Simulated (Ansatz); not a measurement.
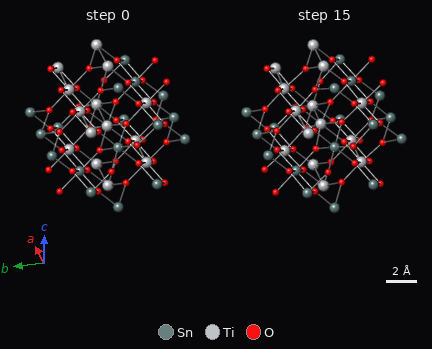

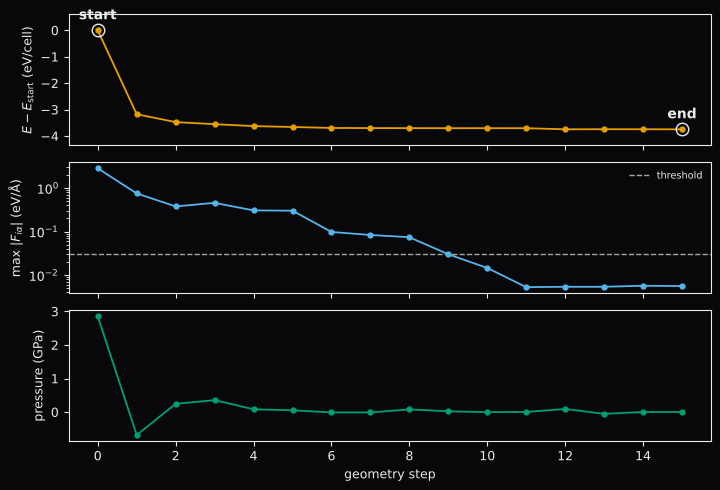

First and last geometry of a relaxation of a crystal of Sn₁₁Ti₁₃O₄₈ (a generated structure, set up in P1), with the history of the run. A ball-and-stick model of the atoms within 5.8 Å of the atom that moves most (axes of the cell of the calculation, reduced to other axes), seen from a free direction. Lengths and directions refer to the drawn axes.

Level of theory: Ansatz, DFT, PBEsol, PAW, plane waves. Set-up: plane-wave cutoff 420 eV; k-point mesh 1 × 1 × 1; mesh shifted by (0.25, 0.25, 0.25); no spin polarisation; cell relaxed at fixed alpha, beta, gamma; force threshold 0.03 eV/Å; at most 80 steps.

What do the curves and the structures tell?

Answer. It converged. Over 15 geometry steps the energy falls by 3.746 eV per cell of the calculation. Largest force component: 2.8 eV/Å at the start, 0.0056 eV/Å at the end. Pressure: 2.86 GPa at the start and 0.00 GPa at the end. The largest move relative to the cell is that of a Ti atom, 0.20 Å along [1 2 2]. Largest moves by element: Ti 0.20 Å, O 0.15 Å, Sn 0.07 Å. The volume changes by +1.0 %, with a 9.177 → 9.220 Å (+0.5 %), b 9.339 → 9.362 Å (+0.2 %), c 9.339 → 9.368 Å (+0.3 %). Near-neighbour distances that change, for instance: O–Ti 2.005 → 2.246 Å, O–Ti 2.070 → 2.299 Å, O–Ti 2.009 → 1.807 Å, O–Ti 1.966 → 2.145 Å. Among the angles between lasting bonds that change: Ti–O–Ti 129.0° → 139.2°, Sn–O–Ti 129.5° → 120.9°, Sn–O–Sn 131.4° → 124.2°. The space group stays P1 (No. 1). The run took 3.9 min on 7 threads of Arm Neoverse-V2, peak memory 2 GiB.
